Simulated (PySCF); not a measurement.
**MoF5 (charge +1): frequency calculation**

- system: MoF5, charge +1
- method: RKS-based PBE0, Mo def2-SVP with ECP28, F def2-SVP; non-relativistic Hamiltonian with a scalar-relativistic core potential; density fitting (PySCF 2.14.0)

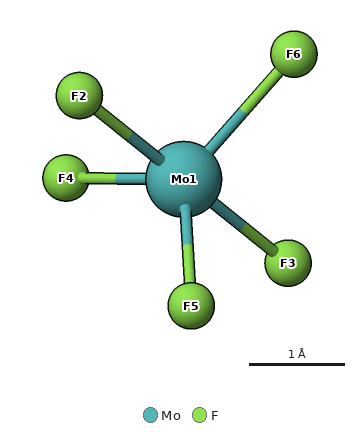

The input geometry (ball-and-stick view, seen at a tilt; atoms are numbered from 1 in the order of the input). Sticks mark near contacts.

## Input file
```python
from pyscf import gto, scf, dft
mol = gto.M(atom='''
Mo     0.000000     0.000000     0.000000
F      0.000000     0.000000     1.787806
F     -0.000000    -0.000000    -1.787806
F      1.758524    -0.000007    -0.000000
F     -0.879256     1.522930    -0.000000
F     -0.879268    -1.522923     0.000000''',
    basis={'Mo': 'def2-SVP', 'F': 'def2-SVP'},
    ecp={'Mo': 'def2-SVP'},
    charge=1, spin=0)
mf = dft.RKS(mol, xc='PBE0')
mf.grids.atom_grid = (75, 302)
aux = {'Mo': 'def2-universal-JKFIT', 'F': 'def2-universal-JKFIT'}
mf = mf.density_fit(auxbasis=aux)
mf.conv_tol = 1e-09
mf.diis_space = 10
mf.max_cycle = 60
mf.verbose = 4
mf.kernel()
```

The script is an equivalent of the set-up of the self-consistent field. The run itself was carried out by a driver, which started from the orbitals of the step before it where there was one and computed the further properties.

Hardware: 2 threads of Arm Neoverse N1, 98 GiB of memory available, shared host.

Run as:
```bash
OMP_NUM_THREADS=2 python axn.py task.json out
```

## Output
```
init E= -566.33813205116
  HOMO = -0.723874803524089  LUMO = -0.456614484302706  gap/eV = 7.27252
cycle= 1 E= -566.338132051146  delta_E= 1.33e-11  |g|= 8.66e-06  |ddm|= 8.05e-06
  HOMO = -0.723874591686668  LUMO = -0.456614894998511  gap/eV = 7.27251
Extra cycle  E= -566.338132051078  delta_E= 6.86e-11  |g|= 2.11e-05  |ddm|= 1.93e-05
converged SCF energy = -566.338132051078
```

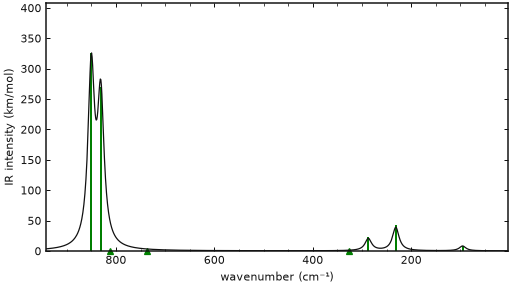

Harmonic infrared spectrum, unscaled: sticks (degenerate modes added up, dark ones marked on the axis) with a Lorentzian envelope of 16 cm⁻¹ full width, scaled to the tallest stick. 12 modes from 96 to 850 cm⁻¹, none imaginary. The strongest line is at 850 cm⁻¹ (326 km/mol). All modes, in cm⁻¹ (km/mol): 96 (4.4), 96 (4.4), 231 (22), 231 (22), 287 (22), 327 (0.0), 327 (0.0), 737 (0.0), 811 (0.0), 831 (269), 850 (163), 850 (163).

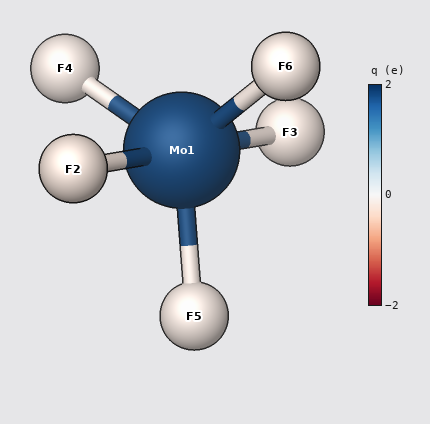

Mulliken charges, as the colour of each atom (ball-and-stick view, seen at a tilt; atoms are numbered from 1 in the order of the input). By element: Mo +1.87 and F −0.19 to −0.16 e.

## Key numbers

| quantity | value |
| --- | --- |
| outcome | converged |
| total energy | −566.338132 hartree |
| HOMO | −19.70 eV |
| LUMO | −12.43 eV |
| zero-point energy | 0.012925 hartree |
| wavenumbers, lowest and highest | 96 and 850 cm⁻¹ |
| wall time | 69 s (CPU time 2.1 min) |
| peak memory | 1.5 GiB |
